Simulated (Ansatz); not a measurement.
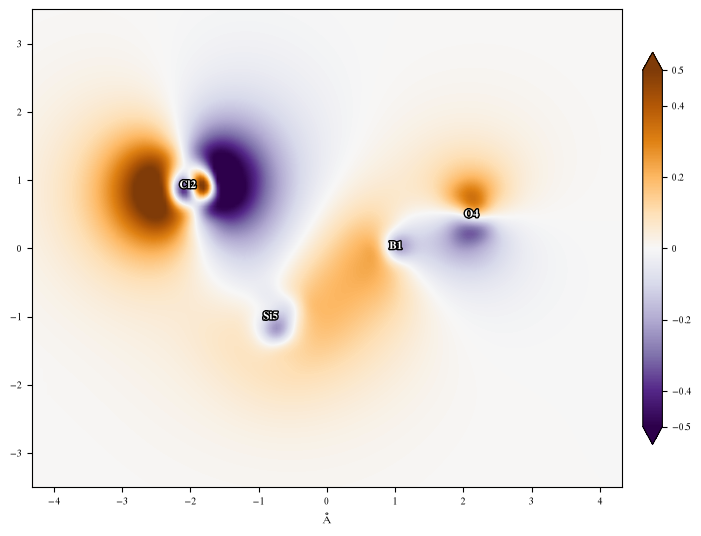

BClFOSi (charge −1). The HOMO−1 on the plane of atoms B1, Si5 and Cl2 (values in Å⁻³ᐟ²; the overall sign is arbitrary).

Geometry: B3LYP-D3(BJ)/def2-SVPD.

Level of theory: isolated molecule in a Gaussian basis; Kohn-Sham density functional theory, functional PBE0 (Ansatz).

Input

```
crystal:
  periodic: [false, false, false]
  atoms:
    - {symbol: B, position_ang: [-0.381711, -2.021935, 0.855667]}
    - {symbol: Cl, position_ang: [2.293874, -0.466552, 0.179508]}
    - {symbol: F, position_ang: [1.512352, -3.196375, -0.904640]}
    - {symbol: O, position_ang: [-1.552272, -1.808470, 1.121682]}
    - {symbol: Si, position_ang: [1.633580, -2.581216, 0.692221]}
basis:
  gaussian:
    orbitals: def2-TZVPD
total_charge: -1
output:
  forces: true
  orbitals: {seedname: orbitals}
hamiltonian:
  xc: pbe0
```

Launched as:

```sh
ansatz run input.yaml --threads 2 --pin off --max-ram 4350MiB --events-out events.jsonl --progress --plain --runs-dir runs
```

> What is the character of this orbital?

Its weight (Hirshfeld) is mainly on Cl2 (about 75 %), Si5 (about 10 %) and B1 (about 5 %); largely a lone pair of Cl2. Its energy is −4.22 eV.
